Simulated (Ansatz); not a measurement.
The parent structure is B (space group I4_132, No. 214; a = 4.633 Å; a hypothetical phase, not in the database extracts checked).

Structures relaxed with PBEsol (Ansatz, a quantum-chemistry and plane-wave program, PAW, no spin-orbit coupling).

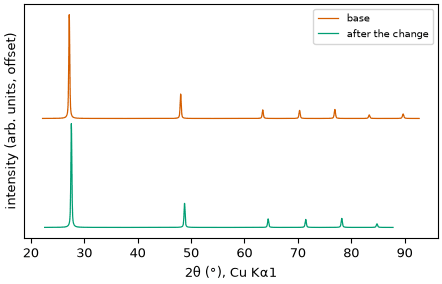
Figure: Simulated powder patterns before (top) and after one change

**Question.** What was done to the base?
A) pressure 10 GPa
B) pressure 5 GPa
C) pressure −2 GPa
D) pressure 3 GPa

**Answer.** B, pressure 5 GPa. Its volume per atom is 11.92 Å³ against 12.43 Å³, and its space group is I4_132 (No. 214).

Load acts through the strain it causes; cell and atoms are relaxed under it. Whether these cells are dynamically stable was not tested. Competing high-pressure phases were not computed.
